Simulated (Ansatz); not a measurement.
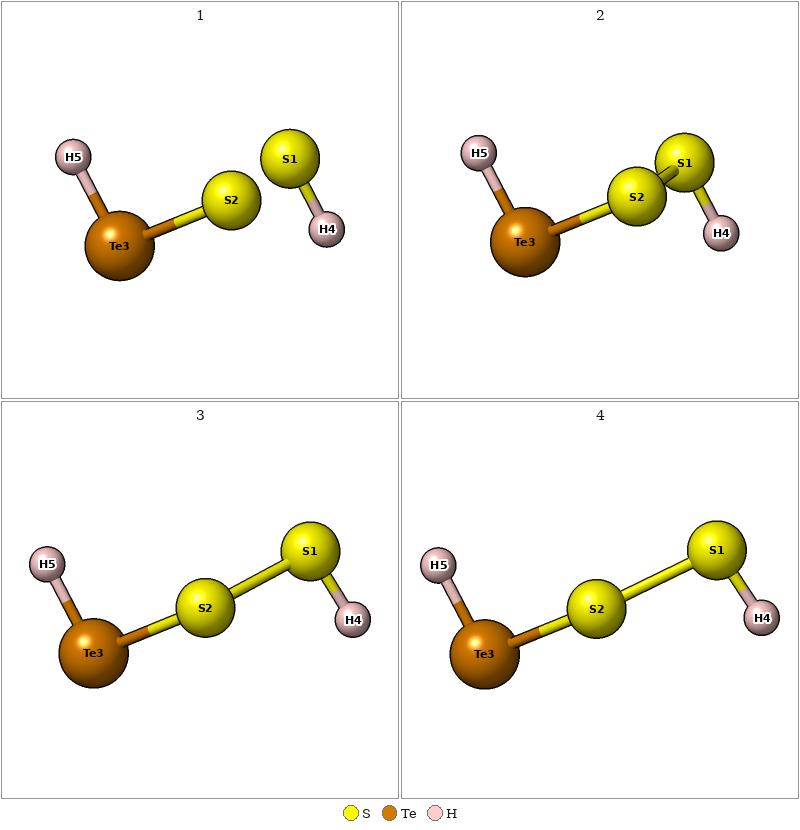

H2S2Te, SMILES SS[TeH]. First axis: bond length S1–S2. Second axis: angle S1–S2–Te3. Nothing is relaxed (all other coordinates rigid). Grid: 7 × 7 points. Energies are in kcal/mol, from the relaxed molecule at the same level. The restricted reference is unstable at some or all points, so the energies there are unreliable. All numbers below come from Ansatz 0.2.0, RHF-MP2, frozen core/def2-TZVP.

The numbered pictures are structures from this grid.

**Which is the most stable, and how do the others follow?**

3, at bond length S1–S2 = 2.201 Å, angle S1–S2–Te3 = 118.8°: 5.8 kcal/mol; 2, at bond length S1–S2 = 2.044 Å, angle S1–S2–Te3 = 83.8°: 15.9 kcal/mol; 4, at bond length S1–S2 = 2.201 Å, angle S1–S2–Te3 = 142.2°: 21.6 kcal/mol; 1, at bond length S1–S2 = 2.517 Å, angle S1–S2–Te3 = 83.8°: 27.8 kcal/mol.

The map, with the structures marked:

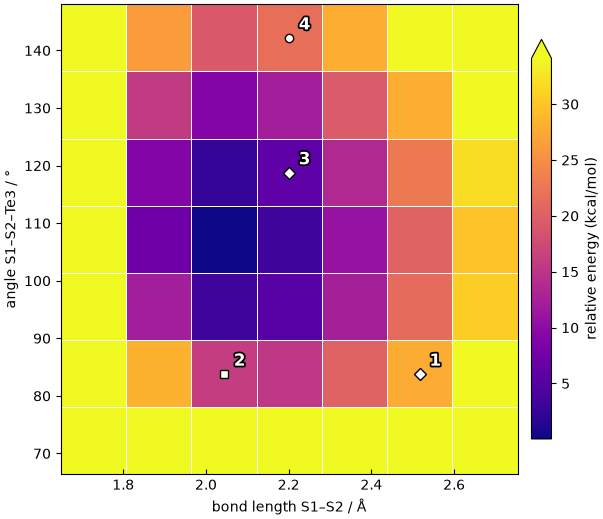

Drawn: one coloured cell a grid point, one colour for all values above the top of the scale.
